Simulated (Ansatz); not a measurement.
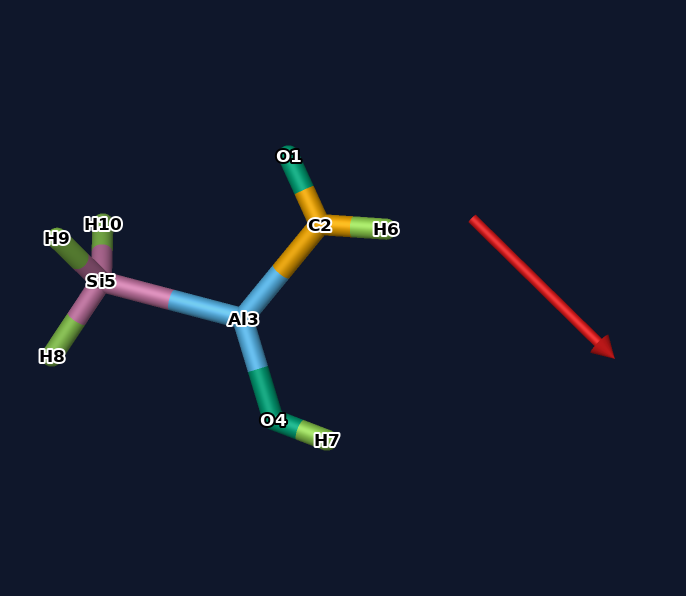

The arrow beside the molecule shows the direction of the dipole moment, from the negative to the positive end (its length means nothing). The computed structure is the end point of a PBE0-D4/def2-TZVP optimisation. No frequency run is at hand to confirm it as a minimum. Properties computed with RKS ωB97M-V/def2-TZVPP (Ansatz 0.2.0).

### How large is the dipole moment?

2.85 D; it points from the side of H9, H10 to the side of H7 (the outermost atoms at the two ends).
